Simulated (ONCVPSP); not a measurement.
**Pseudopotential generation for Cd**

- system: cadmium (Cd, Z = 48), core [Ar] 3d10 4s2, reference valence 4p6 4d10 (an ion of charge +2), valence charge 18.
- method: ONCV potential, PBE, scalar-relativistic, made with ONCVPSP 4.0.1

**The input**
```
# ATOM AND REFERENCE CONFIGURATION
# atsym  z   nc   nv     iexc    psfile
  Cd 48.00    7    2        4      upf
#
#   n    l    f
    1    0    2.00
    2    0    2.00
    2    1    6.00
    3    0    2.00
    3    1    6.00
    3    2   10.00
    4    0    2.00
    4    1    6.00
    4    2   10.00
#
# PSEUDOPOTENTIAL AND OPTIMIZATION
# lmax
    2
#
#   l,   rc,      ep,       ncon, nbas, qcut
    0    1.45    0.03    4    8    5.50
    1    1.50    0.00    4    7    9.00
    2    1.45    0.00    4    9   10.70
#
# LOCAL POTENTIAL
# lloc, lpopt,  rc(5),   dvloc0
    2    5    1.45    0.00
#
# VANDERBILT-KLEINMAN-BYLANDER PROJECTORs
# l, nproj, debl
    0    1    1.30
    1    2    1.30
    2    0    3.90
#
# MODEL CORE CHARGE
# icmod, fcfact, rcfact
    3    1.50    1.65
#
# LOG DERIVATIVE ANALYSIS
# epsh1, epsh2, depsh
   -5.00    5.00    0.04
#
# OUTPUT GRID
# rlmax, drl
    6.00    0.01
#
# TEST CONFIGURATIONS
# ncnf
    4
# nvcnf
#   n    l    f
    3
    4    1    6.00
    4    2   10.00
    5    0    2.00
#
    3
    4    1    6.00
    4    2   10.00
    5    0    1.00
#
    2
    4    1    6.00
    4    2    9.00
#
    4
    4    1    6.00
    4    2   10.00
    5    0    1.00
    5    1    1.00
#
```

Launched with:
```bash
oncvpsp.x < Cd.dat > Cd.out
```

**Log (extracts)**
```
ONCVPSP  (Optimized Norm-Conservinng Vanderbilt PSeudopotential)
scalar-relativistic version 4.0.1

#   n    l    f        energy (Ha)
    1    0    2.00    -9.7550171E+02
    2    0    2.00    -1.4540966E+02
    2    1    6.00    -1.3054335E+02
    3    0    2.00    -2.7663695E+01
    3    1    6.00    -2.2787069E+01
    3    2   10.00    -1.5156058E+01
    4    0    2.00    -4.5872515E+00
    4    1    6.00    -3.1567558E+00
    4    2   10.00    -1.1187810E+00

Reference configufation results
  iterations    20
  all-electron total energy (Ha)   -5.59368366D+03

Begin loop to  construct optimized pseudo wave functions
and semi-local pseudopoentials for all angular momenta

WARNING wellstate: moderately localized bound state found for n= 5 l=  0
WARNING scattering state with energy  0.05000000
WARNING will be used for the first projector

   Wellstate for l =  0  n =  6
     eigenvalue =   0.0500
     asymptotic potential =   0.5500
     half-point radius =  4.0288

Calculating optimized projector #   1

 for l=   0

    Fraction of norm inside rc  0.043834
    Optimizing pswf for qcut=   5.51 a_B^-1,  ecut=  15.20 Ha

optimize: ERROR ps0norm > uunorm, code will stop
```

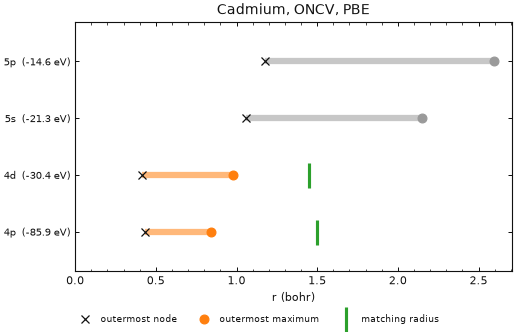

**Figure 1.** Outer shells of the all-electron reference atom: each bar runs from the outermost node (or the nucleus) to the outermost maximum of u(r); the tick is the radius chosen for the pseudo-wave. Shells without a tick have no pseudo-wave of their own. Levels, nodes and maxima are from ld1.x, scalar-relativistic.

- Radii against the shells: 4p: 1.50 bohr, outside the maximum; 4d: 1.45 bohr, outside the maximum.

**Outcome**

| quantity | value |
| --- | --- |
| outcome | ended with an error |
| hardware | 1 CPU thread, shared host |

**What went wrong**

The generator stopped with the message “optimize: ERROR ps0norm > uunorm, code will stop”. In words: the continuity conditions at rc already need more norm inside rc than the all-electron wave has, so norm conservation cannot be met. It was at work on the s channel when it stopped.
